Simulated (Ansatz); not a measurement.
Band structure of LaMg₆B (Amm2, 8 atoms in the cell).

```yaml
crystal:
  lattice:
    - [4.77910, 0.00000, 0.00000]
    - [0.00000, 3.23670, 5.87425]
    - [0.00000, -3.23670, 5.87425]
  atoms:
    - { symbol: La, position: [0.00000, 0.80532, 0.80532] }
    - { symbol: Mg, position: [0.00000, 0.81490, 0.33592] }
    - { symbol: Mg, position: [0.00000, 0.33592, 0.81490] }
    - { symbol: Mg, position: [0.00000, 0.33626, 0.33626] }
    - { symbol: Mg, position: [0.50000, 0.66465, 0.19565] }
    - { symbol: Mg, position: [0.50000, 0.19565, 0.66465] }
    - { symbol: Mg, position: [0.50000, 0.17452, 0.17452] }
    - { symbol: B, position: [0.50000, 0.67279, 0.67279] }
```

Computed with PBEsol, PAW files made with PBE (plane waves; Ansatz, a first-principles code).

Settings: kpoints.mp_grid.grid = 4 3 3; hamiltonian.xc = pbesol; hamiltonian.pseudopotentials = {kind: paw} (the program's default PAW files); scf.occupations.method = fermi_dirac; scf.occupations.width = 0.0073 Ry; kpoints.band_path.npoints = 8.

The starting cell comes from a database of computed structures (which also holds hypothetical and non-ambient phases and stackings), without a prior relaxation at this level.

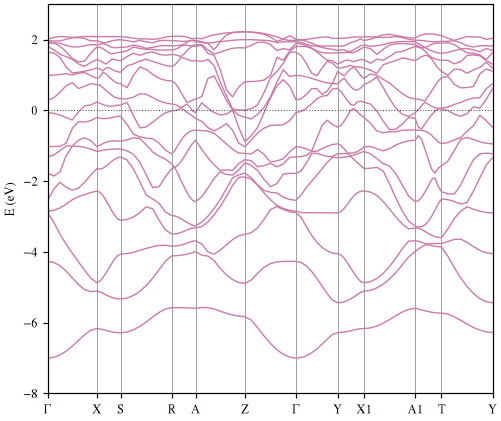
Fig. 1. Bands along the path, energies from the Fermi level.

Levels in eV from the Fermi level, bands 34 to 41:
| point | 34 | 35 | 36 | 37 | 38 | 39 | 40 | 41 |
|---|---|---|---|---|---|---|---|---|
| Γ | -1.78 | -1.32 | -1.02 | -0.06 | 0.29 | 0.99 | 1.64 | 1.81 |
| X | -1.16 | -1.03 | -0.20 | 0.23 | 0.72 | 0.90 | 1.19 | 1.43 |
| S | -1.09 | -0.87 | -0.17 | 0.15 | 0.33 | 0.75 | 1.08 | 1.40 |
| R | -1.64 | -1.52 | -1.23 | -0.02 | 0.18 | 0.83 | 1.24 | 1.58 |
| A | -2.58 | -0.84 | -0.56 | -0.23 | -0.07 | 0.31 | 1.40 | 1.80 |
| Z | -1.48 | -1.39 | -1.22 | -1.03 | -0.88 | -0.19 | 0.01 | 0.81 |
| Y | -1.22 | -0.95 | -0.48 | 0.62 | 0.75 | 1.10 | 1.19 | 1.30 |
| X1 | -1.16 | -1.03 | -0.20 | 0.23 | 0.72 | 0.90 | 1.19 | 1.43 |
| A1 | -2.58 | -0.84 | -0.56 | -0.23 | -0.07 | 0.31 | 1.40 | 1.80 |
| T | -2.30 | -1.57 | -0.94 | 0.05 | 0.06 | 0.92 | 1.10 | 1.42 |

Bands cross the Fermi level along this path, so the cell is metallic at this level.

Keys are those of Ansatz 0.2.
